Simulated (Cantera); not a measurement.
Input: 1 mol Si2H6, 0.53 mol O2, 110 mol N2, at 1.33 mbar.

Method: chemical equilibrium by Gibbs-energy minimisation in Cantera with the NASA 1993 tables (ideal gas, pure condensed phases). Candidate condensed phases: H2O, Si, SiO2, Si2N2O, Si3N4; 35 gas species. The feed counts by its element totals alone. N2 is the only nitrogen source here; it is nearly inert below about 1500 K, so the nitride shown seldom forms there in practice. Mutual solubility and eutectic melting of coexisting phases are not modelled. The tables' values for SiN are old estimates; treat these amounts as uncertain. The tables hold silica as quartz up to 1696 K and as liquid above; real silica turns to tridymite and cristobalite and melts near 1996 K. Kinetics and transport are ignored.

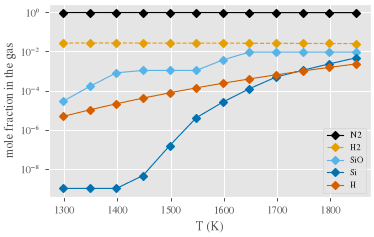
Figure: Equilibrium gas composition (values under 1e-9 drawn at 1e-9)

From 1298 K to 1398 K the condensed part is SiO2(β-quartz) + Si2N2O(s). From 1448 K to 1548 K the condensed part is Si2N2O(s). At 1598 K the condensed part is Si2N2O(s) + Si3N4(s). At 1648 K the condensed part is Si3N4(s). From 1698 K to 1848 K the condensed part is Si(l). The main Si-bearing gas is SiO throughout. The share of Si in condensed phases is highest at 1298 K (99.8 %) and lowest at 1848 K (17.8 %).
